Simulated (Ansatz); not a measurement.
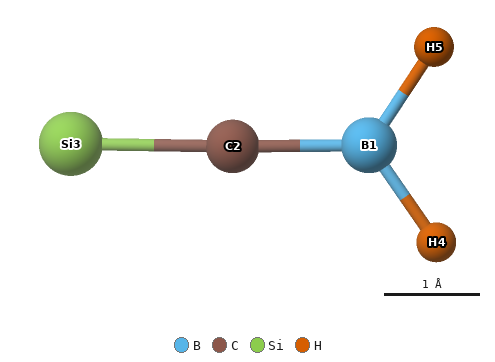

Figure 1. The structure as given in the input (ball-and-stick view, seen on its broad side; atoms are numbered from 1 in the order of the input). Bond lengths as drawn: B–C 1.44 Å, B–H 1.24 Å and C–Si 1.71 Å.

Molecular dynamics of CH₂BSi (charge −1)

- system: CH₂BSi, charge −1, SMILES BC#[Si-]
- method: RKS PBE0-D4/def2-SVPD (Ansatz 0.2.0)

Figures and captions count atoms from 1; the log counts them from 0 in places.

Output:
```
Functional definition: PBE0
  name "PBE0"
  cite "Adamo & Barone, J. Chem. Phys. 110, 6158 (1999) doi:10.1063/1.478522"
  cite "Perdew, Burke & Ernzerhof, Phys. Rev. Lett. 77, 3865 (1996) doi:10.1103/PhysRevLett.77.3865"
  parent pbe
  parameter a = 0.25
  parameter kappa = 0.804
  parameter beta = 0.06672455060314922
  exchange = (1 - a)*pbe_x(kappa = kappa, mu = beta*pi^2/3) + a*exact_x
  correlation = pbe_c(beta = beta)
701 factors; their error is unknown
mean field evaluation 1: about -9609.8409 eV, gradient 2.8e1 eV
mean field evaluation 2: about -9590.4221 eV, gradient 7.5e1 eV
mean field evaluation 4: about -9612.3764 eV, gradient 1.7e0 eV
mean field evaluation 8: about -9612.3892 eV, gradient 5.9e-2 eV
mean field evaluation 16: about -9612.4535 eV, gradient 5.7e-5 eV
mean field -9612.45351228 eV, -353.2511510211 hartree, gradient 5.7e-5 eV, S^2 0.000000; 0 other end points of the search recorded, 0 dependent functions left out
the calculation of the forces begins
reference -9612.45354198 eV, -353.2511521126 hartree; 14, 14 occupied and 66, 66 virtual orbitals, 701 factors
md step     0: t =     0.00 fs  T =   240.0 K  F+E_penalty+E_count = -9612.54758021 eV  E_kin = 0.155112 eV  (27 SCF iters)
these checks for a lower state are left out or cut short: starts, cluster_reference, orbital_swaps, neighbouring_geometries, increment
701 factors; their error is unknown
mean field -9612.44747056 eV, -353.2509289923 hartree, gradient 1.1e-5 eV, S^2 0.000000; 0 other end points of the search recorded, 0 dependent functions left out
the calculation of the forces begins
reference -9612.44750023 eV, -353.2509300824 hartree; 14, 14 occupied and 66, 66 virtual orbitals, 701 factors
md step     1: t =     0.75 fs  T =   188.0 K  F+E_penalty+E_count = -9612.54155587 eV  E_kin = 0.121520 eV  (31 SCF iters, 3 dispersion substeps)
[... from here on the SCF iterations and repeated set-up lines of each step are left out, up to the last step ...]
md step     2: t =     1.50 fs  T =   169.9 K  F+E_penalty+E_count = -9612.53467984 eV  E_kin = 0.109826 eV  (32 SCF iters, 3 dispersion substeps)
md step     3: t =     2.25 fs  T =   153.4 K  F+E_penalty+E_count = -9612.52885372 eV  E_kin = 0.099159 eV  (32 SCF iters, 3 dispersion substeps)
md step     4: t =     3.00 fs  T =   128.2 K  F+E_penalty+E_count = -9612.52491864 eV  E_kin = 0.082874 eV  (33 SCF iters, 3 dispersion substeps)
md step     5: t =     3.75 fs  T =   124.8 K  F+E_penalty+E_count = -9612.52571938 eV  E_kin = 0.080662 eV  (33 SCF iters, 3 dispersion substeps)
md step     6: t =     4.50 fs  T =   170.3 K  F+E_penalty+E_count = -9612.53401676 eV  E_kin = 0.110048 eV  (33 SCF iters, 3 dispersion substeps)
md step     7: t =     5.25 fs  T =   198.4 K  F+E_penalty+E_count = -9612.54567482 eV  E_kin = 0.128230 eV  (34 SCF iters, 3 dispersion substeps)
md step     8: t =     6.00 fs  T =   215.8 K  F+E_penalty+E_count = -9612.55388833 eV  E_kin = 0.139450 eV  (33 SCF iters, 3 dispersion substeps)
md step     9: t =     6.75 fs  T =   233.4 K  F+E_penalty+E_count = -9612.55442237 eV  E_kin = 0.150876 eV  (32 SCF iters, 3 dispersion substeps)
md step    10: t =     7.50 fs  T =   214.6 K  F+E_penalty+E_count = -9612.54549329 eV  E_kin = 0.138682 eV  (32 SCF iters, 3 dispersion substeps)
md step    11: t =     8.25 fs  T =   185.0 K  F+E_penalty+E_count = -9612.53125650 eV  E_kin = 0.119556 eV  (33 SCF iters, 3 dispersion substeps)
md step    12: t =     9.00 fs  T =   155.0 K  F+E_penalty+E_count = -9612.51743653 eV  E_kin = 0.100206 eV  (32 SCF iters, 3 dispersion substeps)
md step    13: t =     9.75 fs  T =   138.0 K  F+E_penalty+E_count = -9612.50773173 eV  E_kin = 0.089192 eV  (32 SCF iters, 3 dispersion substeps)
md step    14: t =    10.50 fs  T =   126.5 K  F+E_penalty+E_count = -9612.50158384 eV  E_kin = 0.081775 eV  (31 SCF iters, 3 dispersion substeps)
md step    15: t =    11.25 fs  T =   124.9 K  F+E_penalty+E_count = -9612.49822069 eV  E_kin = 0.080692 eV  (31 SCF iters, 3 dispersion substeps)
md step    16: t =    12.00 fs  T =   125.2 K  F+E_penalty+E_count = -9612.49672231 eV  E_kin = 0.080899 eV  (28 SCF iters, 3 dispersion substeps)
md step    17: t =    12.75 fs  T =   151.9 K  F+E_penalty+E_count = -9612.49875363 eV  E_kin = 0.098148 eV  (31 SCF iters, 3 dispersion substeps)
md step    18: t =    13.50 fs  T =   169.1 K  F+E_penalty+E_count = -9612.50322590 eV  E_kin = 0.109273 eV  (31 SCF iters, 3 dispersion substeps)
md step    19: t =    14.25 fs  T =   158.4 K  F+E_penalty+E_count = -9612.50756417 eV  E_kin = 0.102353 eV  (31 SCF iters, 3 dispersion substeps)
md step    20: t =    15.00 fs  T =   164.7 K  F+E_penalty+E_count = -9612.51087311 eV  E_kin = 0.106428 eV  (31 SCF iters, 3 dispersion substeps)
md step    21: t =    15.75 fs  T =   160.9 K  F+E_penalty+E_count = -9612.51289249 eV  E_kin = 0.104001 eV  (31 SCF iters, 3 dispersion substeps)
md step    22: t =    16.50 fs  T =   143.7 K  F+E_penalty+E_count = -9612.51713020 eV  E_kin = 0.092874 eV  (31 SCF iters, 3 dispersion substeps)
md step    23: t =    17.25 fs  T =   148.8 K  F+E_penalty+E_count = -9612.52614722 eV  E_kin = 0.096183 eV  (31 SCF iters, 3 dispersion substeps)
md step    24: t =    18.00 fs  T =   184.2 K  F+E_penalty+E_count = -9612.53914463 eV  E_kin = 0.119042 eV  (31 SCF iters, 3 dispersion substeps)
md step    25: t =    18.75 fs  T =   217.5 K  F+E_penalty+E_count = -9612.55123655 eV  E_kin = 0.140575 eV  (31 SCF iters, 3 dispersion substeps)
md step    26: t =    19.50 fs  T =   219.8 K  F+E_penalty+E_count = -9612.55593235 eV  E_kin = 0.142051 eV  (31 SCF iters, 3 dispersion substeps)
md step    27: t =    20.25 fs  T =   204.0 K  F+E_penalty+E_count = -9612.55125213 eV  E_kin = 0.131864 eV  (31 SCF iters, 3 dispersion substeps)
md step    28: t =    21.00 fs  T =   190.5 K  F+E_penalty+E_count = -9612.54053593 eV  E_kin = 0.123099 eV  (31 SCF iters, 3 dispersion substeps)
md step    29: t =    21.75 fs  T =   172.7 K  F+E_penalty+E_count = -9612.52838273 eV  E_kin = 0.111617 eV  (31 SCF iters, 3 dispersion substeps)
md step    30: t =    22.50 fs  T =   143.5 K  F+E_penalty+E_count = -9612.52082002 eV  E_kin = 0.092764 eV  (32 SCF iters, 3 dispersion substeps)
md step    31: t =    23.25 fs  T =   133.3 K  F+E_penalty+E_count = -9612.51826594 eV  E_kin = 0.086153 eV  (32 SCF iters, 3 dispersion substeps)
md step    32: t =    24.00 fs  T =   122.5 K  F+E_penalty+E_count = -9612.51877085 eV  E_kin = 0.079183 eV  (32 SCF iters, 3 dispersion substeps)
md step    33: t =    24.75 fs  T =   138.5 K  F+E_penalty+E_count = -9612.52266371 eV  E_kin = 0.089523 eV  (32 SCF iters, 3 dispersion substeps)
md step    34: t =    25.50 fs  T =   155.0 K  F+E_penalty+E_count = -9612.52619190 eV  E_kin = 0.100201 eV  (29 SCF iters, 3 dispersion substeps)
md step    35: t =    26.25 fs  T =   175.9 K  F+E_penalty+E_count = -9612.52641766 eV  E_kin = 0.113666 eV  (32 SCF iters, 3 dispersion substeps)
md step    36: t =    27.00 fs  T =   164.8 K  F+E_penalty+E_count = -9612.52248473 eV  E_kin = 0.106494 eV  (32 SCF iters, 3 dispersion substeps)
md step    37: t =    27.75 fs  T =   160.1 K  F+E_penalty+E_count = -9612.51490359 eV  E_kin = 0.103454 eV  (32 SCF iters, 3 dispersion substeps)
md step    38: t =    28.50 fs  T =   161.3 K  F+E_penalty+E_count = -9612.50547698 eV  E_kin = 0.104247 eV  (32 SCF iters, 3 dispersion substeps)
md step    39: t =    29.25 fs  T =   140.3 K  F+E_penalty+E_count = -9612.49553848 eV  E_kin = 0.090659 eV  (31 SCF iters, 3 dispersion substeps)
these checks for a lower state are left out or cut short: starts, cluster_reference, orbital_swaps, neighbouring_geometries, increment
701 factors; their error is unknown
mean field -9612.39566705 eV, -353.2490252484 hartree, gradient 1.2e-5 eV, S^2 0.000000; 0 other end points of the search recorded, 0 dependent functions left out
the calculation of the forces begins
reference -9612.39569764 eV, -353.2490263726 hartree; 14, 14 occupied and 66, 66 virtual orbitals, 701 factors
701 factors; their error is unknown
mean field -9612.39566705 eV, -353.2490252484 hartree, gradient 1.2e-5 eV, S^2 0.000000; 1 other end points of the search recorded, 0 dependent functions left out
the calculation of the forces begins
reference -9612.39569764 eV, -353.2490263726 hartree; 14, 14 occupied and 66, 66 virtual orbitals, 701 factors
md step    40: t =    30.00 fs  T =   141.5 K  F+E_penalty+E_count = -9612.49010933 eV  E_kin = 0.091431 eV  (29 SCF iters, 3 dispersion substeps)
```

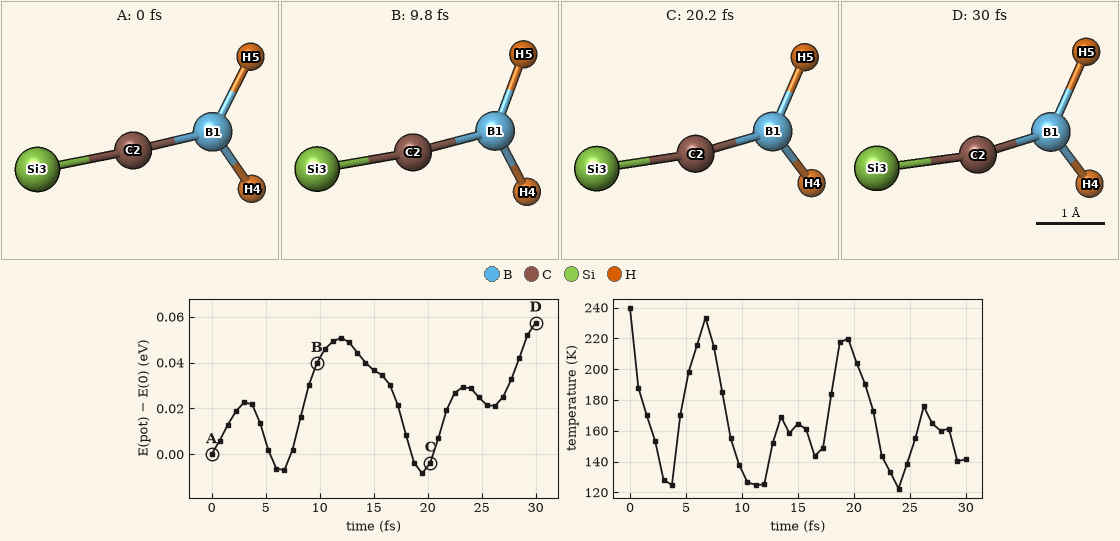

Figure 2. Frames of the molecular dynamics (ball-and-stick, seen at a tilt) above the curves, on which the letters mark them. The trajectory kept here has 41 frames over 30 fs. The temperature starts at 240 K, ranges from 123 to 240 K and averages 164 K over the second half. The potential energy ends 0.057 eV above its first value. After an unweighted best fit of the last frame on the first, the root-mean-square displacement is 0.08 Å, and C2 has moved furthest (0.15 Å).

```
Total energy: -9612.49013993 eV, -353.2524970624 hartree
Atom 0 at     0.391165    -0.341528    -0.410456 Å, force     1.174700     0.676206     1.390773 eV/Å
Atom 1 at    -0.599217     0.335588     0.455342 Å, force    -0.172144     0.410571    -0.253637 eV/Å
Atom 2 at    -1.692080     1.432857     1.128289 Å, force     0.315525    -0.418977    -0.157851 eV/Å
Atom 3 at     0.167246    -1.230912    -1.161120 Å, force    -0.310853    -0.574645    -0.721628 eV/Å
Atom 4 at     1.653712    -0.100771    -0.258061 Å, force    -1.007227    -0.093155    -0.257658 eV/Å
Dipole moment:    -0.188014     0.148680     0.075526 e Å
```

Trajectory as extended XYZ (Å, eV, eV/Å), 18 of the 41 frames kept, from step=0 to step=40:
```
5
Properties=species:S:1:pos:R:3:forces:R:3 step=0 time_fs=0.0 energy=-9612.54758 temperature=240.0
B     0.4518   -0.3573   -0.2752    1.0664  -0.8453  -0.6561
C    -0.5777    0.4293    0.3504   -1.5957   1.3295   0.9961
Si   -1.7755    1.4046    1.0800    0.8392  -0.7124  -0.5215
H     0.2415   -1.4134   -0.8964   -0.0666   0.1915   0.1260
H     1.6599   -0.0633   -0.2588   -0.2433   0.0368   0.0554
5
Properties=species:S:1:pos:R:3:forces:R:3 step=2 time_fs=1.5 energy=-9612.53468 temperature=169.9
B     0.4476   -0.3635   -0.2821    1.2842  -0.0866  -0.3293
C    -0.5793    0.4204    0.3523   -1.6488   1.4451   1.0993
Si   -1.7728    1.4083    1.0820    0.9158  -0.8011  -0.5740
H     0.2183   -1.3752   -0.8957   -0.1087  -0.4720  -0.2484
H     1.6625   -0.0454   -0.2735   -0.4425  -0.0855   0.0524
5
Properties=species:S:1:pos:R:3:forces:R:3 step=5 time_fs=3.8 energy=-9612.52572 temperature=124.8
B     0.4476   -0.3727   -0.2927    0.7439   0.9361   0.2718
C    -0.5875    0.4162    0.3603   -1.0810   1.0599   0.8213
Si   -1.7689    1.4120    1.0865    0.7898  -0.7213  -0.5017
H     0.1845   -1.3396   -0.9040   -0.1641  -1.1234  -0.6369
H     1.6459   -0.0282   -0.2929   -0.2886  -0.1513   0.0454
5
Properties=species:S:1:pos:R:3:forces:R:3 step=7 time_fs=5.2 energy=-9612.54567 temperature=198.4
B     0.4486   -0.3772   -0.2996   -0.0606   0.9489   0.3331
C    -0.5943    0.4155    0.3672   -0.5973   0.6717   0.5338
Si   -1.7647    1.4146    1.0895    0.6243  -0.5915  -0.3998
H     0.1622   -1.3418   -0.9228   -0.0674  -0.9213  -0.5002
H     1.6206   -0.0197   -0.3068    0.1009  -0.1078   0.0330
5
Properties=species:S:1:pos:R:3:forces:R:3 step=9 time_fs=6.8 energy=-9612.55442 temperature=233.4
B     0.4510   -0.3811   -0.3058   -1.0896   0.6014   0.1949
C    -0.6014    0.4160    0.3758   -0.0553   0.2147   0.1910
Si   -1.7601    1.4176    1.0932    0.4246  -0.4256  -0.2742
H     0.1359   -1.3584   -0.9534    0.1542  -0.3490  -0.1185
H     1.5953   -0.0120   -0.3170    0.5661  -0.0414   0.0067
5
Properties=species:S:1:pos:R:3:forces:R:3 step=12 time_fs=9.0 energy=-9612.51744 temperature=155.0
B     0.4533   -0.3848   -0.3146   -1.9657   0.2644  -0.0083
C    -0.6097    0.4179    0.3900    0.6610  -0.4192  -0.2944
Si   -1.7531    1.4218    1.0998    0.1332  -0.1728  -0.0875
H     0.1063   -1.3836   -1.0071    0.4641   0.4161   0.4211
H     1.5841    0.0039   -0.3255    0.7074  -0.0884  -0.0309
5
Properties=species:S:1:pos:R:3:forces:R:3 step=14 time_fs=10.5 energy=-9612.50158 temperature=126.5
B     0.4505   -0.3871   -0.3199   -1.7321   0.4284   0.0149
C    -0.6146    0.4182    0.3993    1.0222  -0.7375  -0.5590
Si   -1.7493    1.4247    1.1033   -0.0385  -0.0225   0.0222
H     0.1003   -1.3893   -1.0312    0.5317   0.6058   0.5637
H     1.6014    0.0137   -0.3260    0.2167  -0.2742  -0.0419
5
Properties=species:S:1:pos:R:3:forces:R:3 step=16 time_fs=12.0 energy=-9612.49672 temperature=125.2
B     0.4462   -0.3891   -0.3257   -1.2782   0.7653   0.1875
C    -0.6189    0.4164    0.4080    1.2781  -0.9485  -0.7595
Si   -1.7457    1.4275    1.1065   -0.1605   0.0829   0.0993
H     0.1076   -1.3809   -1.0434    0.4715   0.5288   0.5133
H     1.6249    0.0163   -0.3253   -0.3109  -0.4285  -0.0406
5
Properties=species:S:1:pos:R:3:forces:R:3 step=19 time_fs=14.2 energy=-9612.50756 temperature=158.4
B     0.4373   -0.3906   -0.3350   -0.6190   1.4538   0.7089
C    -0.6215    0.4097    0.4192    1.3752  -1.0214  -0.8846
Si   -1.7392    1.4318    1.1111   -0.2139   0.1255   0.1344
H     0.1397   -1.3419   -1.0451    0.1446  -0.1117   0.0493
H     1.6442    0.0027   -0.3272   -0.6869  -0.4462  -0.0080
5
Properties=species:S:1:pos:R:3:forces:R:3 step=21 time_fs=15.8 energy=-9612.51289 temperature=160.9
B     0.4310   -0.3879   -0.3417   -0.3416   1.7997   1.0630
C    -0.6201    0.4029    0.4237    1.1910  -0.8732  -0.8174
Si   -1.7352    1.4336    1.1145   -0.1300   0.0461   0.0851
H     0.1683   -1.3139   -1.0458   -0.1249  -0.6488  -0.3591
H     1.6382   -0.0127   -0.3303   -0.5945  -0.3238   0.0284
5
Properties=species:S:1:pos:R:3:forces:R:3 step=24 time_fs=18.0 energy=-9612.53915 temperature=184.2
B     0.4200   -0.3789   -0.3477   -0.3842   1.3887   0.9578
C    -0.6157    0.3914    0.4286    0.6841  -0.4733  -0.5597
Si   -1.7295    1.4368    1.1175    0.0584  -0.1314  -0.0246
H     0.1966   -1.2999   -1.0622   -0.3189  -0.7596  -0.4643
H     1.6061   -0.0421   -0.3366   -0.0395  -0.0244   0.0908
5
Properties=species:S:1:pos:R:3:forces:R:3 step=26 time_fs=19.5 energy=-9612.55593 temperature=219.8
B     0.4124   -0.3682   -0.3502   -0.5784   0.4668   0.3900
C    -0.6104    0.3835    0.4316    0.2253  -0.1116  -0.2977
Si   -1.7251    1.4377    1.1198    0.2007  -0.2657  -0.1059
H     0.2067   -1.3089   -1.0887   -0.3181  -0.2882  -0.1183
H     1.5814   -0.0644   -0.3431    0.4705   0.1988   0.1319
5
Properties=species:S:1:pos:R:3:forces:R:3 step=28 time_fs=21.0 energy=-9612.54054 temperature=190.5
B     0.4055   -0.3569   -0.3553   -0.6591  -0.4148  -0.1709
C    -0.6037    0.3763    0.4334   -0.2388   0.2481  -0.0337
Si   -1.7207    1.4377    1.1213    0.3367  -0.3930  -0.1817
H     0.2105   -1.3220   -1.1194   -0.2927   0.2133   0.2414
H     1.5645   -0.0835   -0.3452    0.8539   0.3464   0.1449
5
Properties=species:S:1:pos:R:3:forces:R:3 step=31 time_fs=23.2 energy=-9612.51827 temperature=133.3
B     0.3970   -0.3444   -0.3662   -0.1365  -1.0679  -0.5815
C    -0.5974    0.3647    0.4360   -0.6897   0.6305   0.2219
Si   -1.7133    1.4370    1.1227    0.4552  -0.5128  -0.2476
H     0.2103   -1.3278   -1.1556   -0.2715   0.6094   0.4818
H     1.5727   -0.1063   -0.3339    0.6425   0.3407   0.1255
5
Properties=species:S:1:pos:R:3:forces:R:3 step=33 time_fs=24.8 energy=-9612.52266 temperature=138.5
B     0.3926   -0.3398   -0.3747    0.4136  -1.0791  -0.5165
C    -0.5957    0.3571    0.4392   -0.7908   0.7460   0.2668
Si   -1.7083    1.4361    1.1235    0.4736  -0.5394  -0.2564
H     0.2083   -1.3191   -1.1650   -0.2764   0.6082   0.4251
H     1.5923   -0.1146   -0.3213    0.1800   0.2644   0.0810
5
Properties=species:S:1:pos:R:3:forces:R:3 step=35 time_fs=26.2 energy=-9612.52642 temperature=175.9
B     0.3893   -0.3377   -0.3850    0.9668  -0.8209  -0.1891
C    -0.5945    0.3505    0.4443   -0.7446   0.7446   0.1972
Si   -1.7034    1.4354    1.1246    0.4584  -0.5326  -0.2436
H     0.2024   -1.3034   -1.1671   -0.2682   0.4687   0.2506
H     1.6207   -0.1141   -0.3024   -0.4125   0.1402  -0.0152
5
Properties=species:S:1:pos:R:3:forces:R:3 step=38 time_fs=28.5 energy=-9612.50548 temperature=161.3
B     0.3884   -0.3396   -0.4015    1.3367   0.0484   0.7372
C    -0.5969    0.3407    0.4513   -0.4369   0.5752  -0.0595
Si   -1.6967    1.4339    1.1270    0.3905  -0.4833  -0.2027
H     0.1876   -1.2633   -1.1617   -0.2851  -0.1083  -0.2949
H     1.6546   -0.1044   -0.2737   -1.0052  -0.0320  -0.1801
5
Properties=species:S:1:pos:R:3:forces:R:3 step=40 time_fs=30.0 energy=-9612.49011 temperature=141.5
B     0.3912   -0.3415   -0.4105    1.1747   0.6762   1.3908
C    -0.5992    0.3356    0.4553   -0.1721   0.4106  -0.2536
Si   -1.6921    1.4329    1.1283    0.3155  -0.4190  -0.1579
H     0.1672   -1.2309   -1.1611   -0.3109  -0.5746  -0.7216
H     1.6537   -0.1008   -0.2581   -1.0072  -0.0932  -0.2577
```

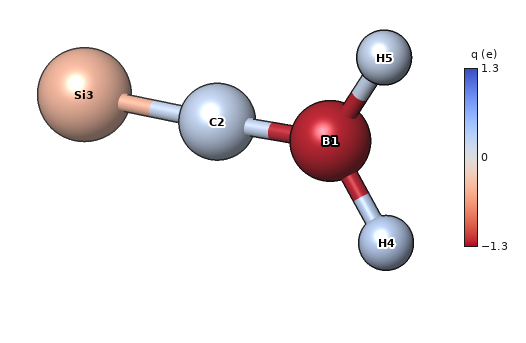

Figure 3. Mulliken charges, as the colour of each atom (ball-and-stick view, seen at a tilt; atoms are numbered from 1 in the order of the input). By element: B −1.23, C +0.24, Si −0.50 and H +0.19 to +0.29 e.

This output came from the following input.

Input:
```yaml
crystal:
  periodic: [false, false, false]
  atoms:
    - {symbol: B, position_ang: [0.451800, -0.357300, -0.275180]}
    - {symbol: C, position_ang: [-0.577670, 0.429310, 0.350420]}
    - {symbol: Si, position_ang: [-1.775520, 1.404640, 1.079960]}
    - {symbol: H, position_ang: [0.241550, -1.413380, -0.896370]}
    - {symbol: H, position_ang: [1.659850, -0.063270, -0.258820]}
basis:
  gaussian: {orbitals: def2-SVPD}
total_charge: -1
hamiltonian: {xc: pbe0, dispersion: d4}
md: {n_steps: 40, timestep: 0.75, temperature: 300, ensemble: nvt_langevin, seed: 83, friction: 0.01, initial_velocities: maxwell_boltzmann}
```

Command:
```bash
ansatz run in.yaml --threads 1 --pin off --events-out ev --progress --plain --max-ram 4352MiB
```

Summary:

```tsv
quantity	value
outcome	finished
mean temperature over the second half	164 K
trajectory	40 steps, 30 fs
ensemble	nvt_langevin
temperature in the input	300 K
time step	0.75 fs
potential energy (last step)	−9612.4901 eV
mean-field energy (last step)	−9612.3957 eV
dispersion energy (last step)	−0.0944 eV
SCF solution under orbital rotations (last step)	stable
largest force (length of the vector) (last step)	1.942 eV/Å
hardware	1 CPU thread, shared host
wall time	64 s
peak memory	0.17 GiB
```

Remarks:

So short a trajectory is not equilibrated. The logged temperature at the start can lie below the typed one, since it is counted over all degrees of freedom. The temperature stays far from the 300 K of the thermostat over the second half: the run isn't equilibrated.
